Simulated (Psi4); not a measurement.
# doublet C3H5F+ at 3 levels

Aim: a comparison of 3 runs (UHF/STO-3G, UB3LYP/6-31G*, UHSE06/def2-SVP) of doublet C3H5F+. 

The calculation is run with Psi4 1.11.

1 further run of the same task is left out (set aside as unsound or not needed).

**1. Starting point**

C3H5F+: 9 atoms, total charge +1, spin state doublet. SMILES of the parent species: `C=CCF`. The shape is that of a PBE0-D4/def2-TZVP optimisation. That shape belongs to the parent species and isn't relaxed for this state.

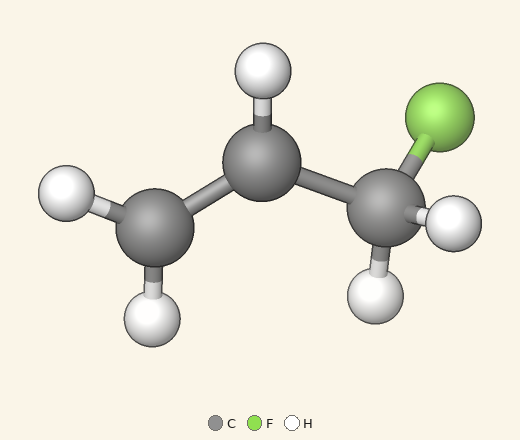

The structure, seen from a chosen angle (carbon grey, fluorine green, hydrogen white).

**2. Energy and forces at UHF/STO-3G (run 1)**

The input, input.in:

```
memory 1600 mb

molecule {
  1 2
  C     -1.09226170     2.12121757    -1.14895348
  C      0.66612846     0.40704701    -0.66782921
  C      0.37889009    -1.61155844     1.26328191
  F      0.81352710    -3.96502335     0.19331898
  H     -0.79840929     3.60786512    -2.52599691
  H     -2.89449351     2.10515490    -0.16837460
  H      2.45626602     0.43595982    -1.67524221
  H      1.75706735    -1.38101185     2.79150343
  H     -1.52463104    -1.61061358     2.06868319
  units au
  symmetry c1
  no_reorient
  no_com
}

set globals {
  reference     uhf
  puream        true
  e_convergence 1e-09
  d_convergence 1e-08
  scf_type      pk
  maxiter       200
}

gradient('scf/STO-3G')
print_variables()
```

On the command line:

```console
$ psi4 -n 1 input.in input.out
```

input.out:

```text
[...]
  Running in c1 symmetry.
[...]
  Nuclear repulsion =  114.580608380919884
[...]
  Multiplicity = 2
[...]
  Nalpha       = 16
  Nbeta        = 15
[...]
    Number of basis functions: 25
[...]
   @UHF iter   1:  -212.69238906723169   -2.45222e+00   1.56404e-02 ADIIS/DIIS
[...]
   @UHF iter  17:  -212.81819672195209   -1.98952e-13   4.57745e-09 DIIS
[...]
   @S^2 Observed:                7.549940778E-01
[...]
  @UHF Final Energy:  -212.81819672195209
   => Energetics <=
    Nuclear Repulsion Energy =            114.5806083809198839
    One-Electron Energy =                -511.5132498965587615
    Two-Electron Energy =                 184.1144447936867721
    Total Energy =                       -212.8181967219520914
  UHF NO Occupations:
  HONO-2 :   14  A 1.9995098
  HONO-1 :   15  A 1.9991108
[...]
 Multipole Moments:
 ------------------------------------------------------------------------------------
     Multipole            Electronic (a.u.)      Nuclear  (a.u.)        Total (a.u.)
 ------------------------------------------------------------------------------------
 L = 1.  Multiply by 2.5417464519 to convert [e a0] to [Debye]
 Dipole X            :         -6.1839305            6.0340845           -0.1498460
 Dipole Y            :         28.2759889          -27.0276189            1.2483700
 Dipole Z            :          0.6230092           -1.0905610           -0.4675518
 Magnitude           :                                                    1.3414493
[...]
  -Total Gradient:
     Atom            X                  Y                   Z
    ------   -----------------  -----------------  -----------------
       1        0.092931445104    -0.093241401321     0.026790379383
       2       -0.099898016871     0.074529889966    -0.017737261403
       3        0.013592695473     0.045145838573    -0.025663404162
       4       -0.004567811590     0.005036644007     0.010232613973
       5       -0.001033276644    -0.010988686874     0.009505055747
       6        0.011135534425    -0.000531234095    -0.005048774344
       7       -0.010510991203     0.000046259217     0.010876094192
       8       -0.005531602526    -0.013534857892    -0.005409817829
       9        0.003882023832    -0.006462451579    -0.003544885557
[...]
```

Wall time 1.5 s (1 thread of Intel Xeon Platinum 8375C at 2.90GHz (Ice Lake), shared host); peak memory 0.18 GiB.

**3. A single-point energy at UB3LYP/6-31G(d) (spherical functions) (run 2)**

The input, c3h5f.xyz:

```xyz
9
C3H5F
C     -0.578000     1.122500    -0.608000
C      0.352500     0.215400    -0.353400
C      0.200500    -0.852800     0.668500
F      0.430500    -2.098200     0.102300
H     -0.422500     1.909200    -1.336700
H     -1.531700     1.114000    -0.089100
H      1.299800     0.230700    -0.886500
H      0.929800    -0.730800     1.477200
H     -0.806800    -0.852300     1.094700
```

The input, job.py:

```python
import psi4

psi4.set_memory(1600000000)
psi4.set_num_threads(1)
psi4.core.set_output_file('run.log', False)

with open('c3h5f.xyz') as f:
    atoms = ''.join(f.readlines()[2:])
mol = psi4.geometry('1 2\n' + atoms + 'symmetry c1\nno_reorient\nno_com')

psi4.set_options({
    'reference': 'uks',
    'puream': True,
    'e_convergence': 1e-09,
    'd_convergence': 1e-08,
    'scf_type': 'pk',
    'dft_radial_points': 99,
    'dft_spherical_points': 590,
    'maxiter': 200,
})

E, wfn = psi4.energy("b3lyp/6-31G*", return_wfn=True)
psi4.oeprop(wfn, "DIPOLE", "LOWDIN_CHARGES", "MULLIKEN_CHARGES", title="B3LYP")
print('E =', round(E, 9))
for k, v in sorted(psi4.core.scalar_variables().items()):
    print(f'{k:45s} {v:18.10f}')
```

On the command line:

```console
$ python job.py
```

run.log:

```text
[...]
  Running in c1 symmetry.
[...]
  Nuclear repulsion =  114.580608246719862
[...]
  Multiplicity = 2
[...]
  Nalpha       = 16
  Nbeta        = 15
[...]
    Number of basis functions: 66
[...]
   @UKS iter   1:  -216.62414588479209   -7.33450e-02   6.81124e-03 DIIS/ADIIS
[...]
   @UKS iter  16:  -216.75117840977364   -7.67386e-13   7.86082e-09 DIIS
[...]
   @S^2 Observed:                7.524380361E-01
[...]
  @UKS Final Energy:  -216.75117840977364
   => Energetics <=
    Nuclear Repulsion Energy =            114.5806082467198621
    One-Electron Energy =                -514.8388889469142669
    Two-Electron Energy =                 206.3899944659946186
    DFT Exchange-Correlation Energy =     -22.8828921755738612
    Empirical Dispersion Energy =           0.0000000000000000
    VV10 Nonlocal Energy =                  0.0000000000000000
    Total Energy =                       -216.7511784097736438
[...]
 Multipole Moments:
 ------------------------------------------------------------------------------------
     Multipole            Electronic (a.u.)      Nuclear  (a.u.)        Total (a.u.)
 ------------------------------------------------------------------------------------
 L = 1.  Multiply by 2.5417464519 to convert [e a0] to [Debye]
 Dipole X            :         -6.2052253            6.0340845           -0.1711408
 Dipole Y            :         28.1359556          -27.0276189            1.1083366
 Dipole Z            :          0.9479128           -1.0905609           -0.1426481
 Magnitude           :                                                    1.1305077
[...]
  Mulliken Charges: (a.u.)
   Center  Symbol    Alpha    Beta     Spin     Total
       1     C     3.34606  2.82425  0.52181 -0.17031
       2     C     3.17848  2.80484  0.37364  0.01669
       3     C     2.98688  2.99312 -0.00624  0.02000
       4     F     4.66200  4.57851  0.08350 -0.24051
       5     H     0.34190  0.36462 -0.02272  0.29348
       6     H     0.34824  0.36998 -0.02173  0.28178
       7     H     0.34796  0.35997 -0.01201  0.29207
       8     H     0.39243  0.33506  0.05737  0.27251
       9     H     0.39604  0.36966  0.02638  0.23430
   Total alpha = 16.00000, Total beta = 15.00000, Total charge =  1.00000
[...]
```

Standard output:

```text
E = -216.75117841
CURRENT ENERGY                                   -216.7511784098
CURRENT REFERENCE ENERGY                         -216.7511784098
DD SOLVATION ENERGY                                 0.0000000000
DFT FUNCTIONAL TOTAL ENERGY                      -216.7511784098
DFT TOTAL ENERGY                                 -216.7511784098
DFT VV10 ENERGY                                     0.0000000000
DFT XC ENERGY                                     -22.8828921756
GRID ELECTRONS ALPHA                               16.0000003906
GRID ELECTRONS BETA                                15.0000003962
GRID ELECTRONS TOTAL                               31.0000007868
NUCLEAR REPULSION ENERGY                          114.5806082467
ONE-ELECTRON ENERGY                              -514.8388889469
PCM POLARIZATION ENERGY                             0.0000000000
PE ENERGY                                           0.0000000000
SCF ITERATION ENERGY                             -216.7511784098
SCF ITERATIONS                                     16.0000000000
SCF TOTAL ENERGY                                 -216.7511784098
TWO-ELECTRON ENERGY                               206.3899944660
XC GRID RADIAL POINTS                              99.0000000000
XC GRID SPHERICAL POINTS                          590.0000000000
XC GRID TOTAL POINTS                           495426.0000000000
```

Run time: 26 s. Hardware: 1 thread of Intel Xeon Platinum 8375C at 2.90GHz (Ice Lake), shared host; peak memory 1.1 GiB.

**4. Energy and forces at UHSE06/def2-SVP (run 3)**

The input, job.inp:

```
memory 1.6 GB

molecule m {
  1 2
  C     -1.09226170     2.12121757    -1.14895348
  C      0.66612846     0.40704701    -0.66782921
  C      0.37889009    -1.61155844     1.26328191
  F      0.81352710    -3.96502335     0.19331898
  H     -0.79840929     3.60786512    -2.52599691
  H     -2.89449351     2.10515490    -0.16837460
  H      2.45626602     0.43595982    -1.67524221
  H      1.75706735    -1.38101185     2.79150343
  H     -1.52463104    -1.61061358     2.06868319
  units au
  symmetry c1
}

set globals {
  reference uks
  puream true
  e_convergence 1e-09
  d_convergence 1e-08
  scf_type pk
  dft_radial_points 99
  dft_spherical_points 590
  maxiter 200
}

e_tot, wfn = gradient('hse06/def2-SVP', return_wfn=True)
oeprop(wfn, 'MULLIKEN_CHARGES', 'QUADRUPOLE', 'LOWDIN_CHARGES')
```

On the command line:

```console
$ psi4 -i job.inp -o job.out -n 1
```

job.out:

```text
[...]
  Running in c1 symmetry.
[...]
  Nuclear repulsion =  114.580608380919870
[...]
  Multiplicity = 2
[...]
  Nalpha       = 16
  Nbeta        = 15
[...]
    Number of basis functions: 81
[...]
   @UKS iter   1:  -216.15901615046971    7.98834e-02   6.94153e-03 ADIIS/DIIS
[...]
   @UKS iter  16:  -216.36548577451111   -1.61435e-11   4.68645e-09 DIIS
[...]
   @S^2 Observed:                7.528090541E-01
[...]
  @UKS Final Energy:  -216.36548577451111
   => Energetics <=
    Nuclear Repulsion Energy =            114.5806083809198697
    One-Electron Energy =                -514.4772922293539068
    Two-Electron Energy =                 205.2730722787252944
    DFT Exchange-Correlation Energy =     -21.7418742048024036
    Empirical Dispersion Energy =           0.0000000000000000
    VV10 Nonlocal Energy =                  0.0000000000000000
    Total Energy =                       -216.3654857745111144
[...]
  -Total Gradient:
     Atom            X                  Y                   Z
    ------   -----------------  -----------------  -----------------
       1        0.057815722795    -0.060987440075     0.012971472215
       2       -0.064606472401     0.069837165369    -0.030563759934
       3        0.007432152743     0.026698441286     0.027231528313
       4       -0.001911297664    -0.025463007263    -0.005992919769
       5       -0.001076765266    -0.006842552270     0.006744717063
       6        0.008299547655    -0.000288134149    -0.003082478363
       7       -0.005245764091     0.004091612801     0.009836859462
       8       -0.007092356624    -0.008186338687    -0.010814680411
       9        0.006386360243     0.001142769076    -0.006329535354
[...]
 Multipole Moments:
 ------------------------------------------------------------------------------------
     Multipole            Electronic (a.u.)      Nuclear  (a.u.)        Total (a.u.)
 ------------------------------------------------------------------------------------
 L = 1.  Multiply by 2.5417464519 to convert [e a0] to [Debye]
 Dipole X            :          0.9330009           -1.3622171           -0.4292163
 Dipole Y            :         -3.3222969            5.5635043            2.2412075
 Dipole Z            :         -0.3342836            0.2285317           -0.1057518
 Magnitude           :                                                    2.2843863
 L = 2.  Multiply by 1.3450342976 to convert [e a0^2] to [Debye ang]
 Quadrupole XX       :        -48.6240018           36.0191087          -12.6048932
 Quadrupole XY       :         46.1283285          -47.9835653           -1.8552368
[...]
```

Wall time 84 s (1 thread of Intel Xeon Platinum 8375C at 2.90GHz (Ice Lake), shared host); peak memory 0.87 GiB.

**5. All runs side by side**

```csv
run,level,task,integration grid,energy (Eh),HOMO energy (eV),LUMO energy (eV),⟨S²⟩,wall time
1,UHF/STO-3G,gradient,–,-212.818197,-17.50,-6.60,0.755,1.5 s
2,UB3LYP/6-31G* (spherical functions),energy,99 radial × 590 angular,-216.751178,-15.20,-12.92,0.752,26 s
3,UHSE06/def2-SVP,gradient,99 radial × 590 angular,-216.365486,-15.20,-13.17,0.753,84 s
```

**6. Results**

```
                                 quantity          value
                      run 3: total energy  -216.36549 Eh
run 3: HOMO energy (highest over α and β)      -15.20 eV
 run 3: LUMO energy (lowest over α and β)      -13.17 eV
                              run 3: ⟨S²⟩          0.753
          run 3: largest force on an atom     5.138 eV/Å
```

What this shows: Totals of different functionals can't be ranked against each other. In run 1 the basis is minimal, so the values are rough. All runs together took 1.9 min, the longest 84 s.
